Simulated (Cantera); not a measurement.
A closed system holds: 1 mol SiH₂Cl₂, 0.28 mol CH₄, 7.5 mol H₂, held at 0.550 bar.

Method: chemical equilibrium by Gibbs-energy minimisation in Cantera with the NASA 1993 tables (ideal gas, pure condensed phases). Candidate condensed phases: C, C₆H₆, C₇H₈, C₈H₁₈, Si, SiC; 109 gas species. Mutual solubility and eutectic melting of coexisting phases are not modelled. The tables' values for SiCl₃, SiCl are old estimates; treat these amounts as uncertain. Gases not in the tables: Si₂H₆ and higher silanes. Rates play no part.

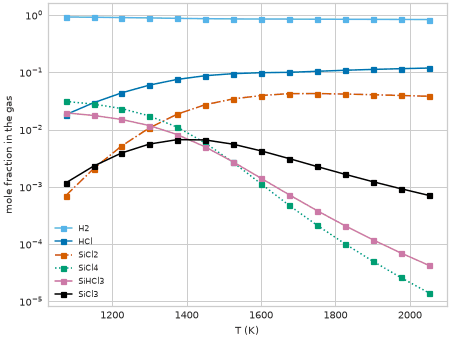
Fig. 1. Equilibrium gas composition (values under 1e-9 drawn at 1e-9)

From 1075 K to 1675 K the condensed part is Si(s) + SiC(s). From 1750 K to 2050 K the condensed part is Si(l) + SiC(s). The main Si-bearing gas is SiCl₄ at 1075 K and SiCl₂ at 2050 K. The share of Si in condensed phases is highest at 2050 K (60.0 %) and lowest at 1075 K (48.3 %).
